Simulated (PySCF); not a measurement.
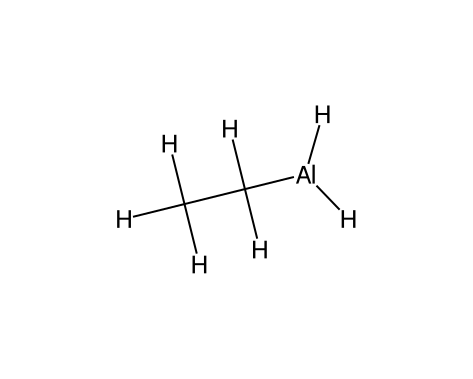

The picture comes from a calculation with PySCF.

> Give its SMILES.

C[CH2][AlH2]

> What is the molecular formula?

C2H7Al.
